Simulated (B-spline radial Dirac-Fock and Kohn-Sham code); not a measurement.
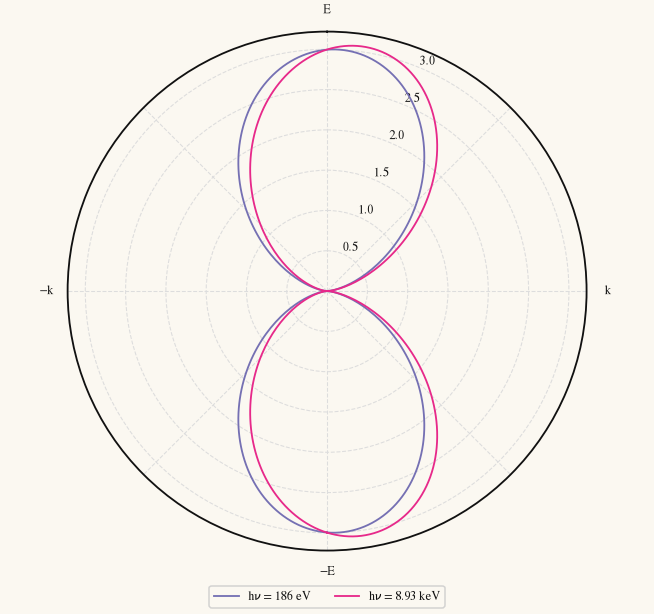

Angular distribution of photoelectrons from O1 (5s) in the plane of the polarisation E (up) and the photon direction k (right), relative to an isotropic one. It refers to neutral rubidium. Computed with a B-spline radial atomic code: a Dirac–Hartree–Slater potential; 1 + βP₂(cos θ) + (δ + γ cos²θ) sin θ cos φ with E1 and E1–E2 terms.

> What are β, γ and δ at 8.93 keV?

β = 1.997, γ = 0.931, δ = 0.000.

> Is the pattern at 8.93 keV symmetric between forward and backward?

No: 45° forward of E it is 1.6 times the value 45° backward, from the non-dipole terms.
